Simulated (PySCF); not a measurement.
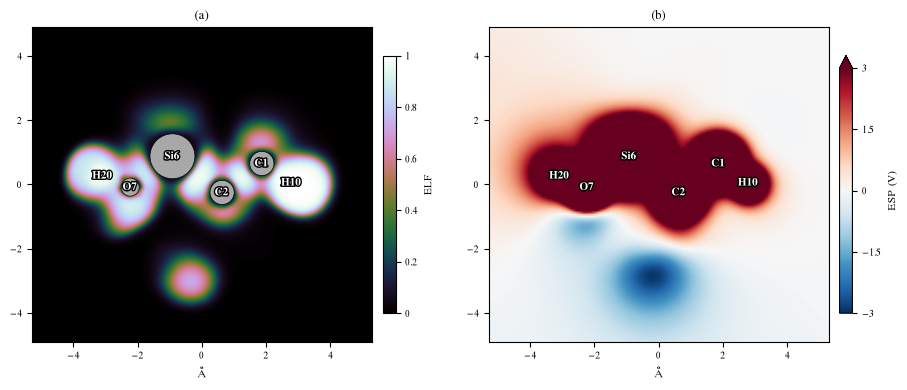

The picture shows: C4H13NOSi (SMILES CC(C)(CN)[SiH2]O). (a) electron localisation function; (b) molecular electrostatic potential on the plane of atoms C1, C2 and Si6. Grey discs cover the atomic cores in the ELF map.

Geometry: GFN2-xTB.

Computed with PySCF 2.14.0, PBE0/pcSseg-1, SCF density, gas phase, non-relativistic.

```xyz
20

C    -0.1751   -1.7833   -0.7291
C    -0.0899   -0.4313   -0.0168
C    -0.3477   -0.6383    1.4757
C    -1.1895    0.4728   -0.5919
N    -1.3360    1.7025    0.1685
Si    1.6602    0.2798   -0.3142
O     1.7382    1.7359    0.4150
H    -0.0284   -1.6691   -1.8015
H     0.5843   -2.4652   -0.3537
H    -1.1513   -2.2397   -0.5670
H     0.4086   -1.2878    1.9117
H    -0.3371    0.3161    1.9929
H    -1.3248   -1.0951    1.6282
H    -2.1512   -0.0527   -0.5328
H    -0.9761    0.6491   -1.6628
H    -0.4457    2.1843    0.2186
H    -2.0013    2.3168   -0.2881
H     1.9138    0.4526   -1.7501
H     2.6705   -0.6149    0.2569
H     2.5733    2.1782    0.5374
```

Question: What do the fields say about this system?

Answer: The section cuts through C, Si, O and H sites.
C–C (1.53 Å): the ELF peaks at about 0.95 between the atoms (a shared electron pair).
Si–O (1.63 Å): the ELF peaks at about 0.85 between the atoms (a shared but strongly polarised pair).
C–Si (1.91 Å): the ELF peaks at about 0.95 between the atoms: a shared electron pair.
O–H (0.95 Å): the ELF climbs to about 1 towards the hydrogen, as it does in any bond to H; an ordinary covalent bond to hydrogen.
C–H (1.09 Å): the ELF climbs to about 1 towards the hydrogen (an ordinary covalent bond to hydrogen).
The ELF also peaks beside O7, away from the bonds: lone-pair regions.
Outside the dense part of the molecule the potential is most negative (−2.9 V) near N5, which lies off the plane.
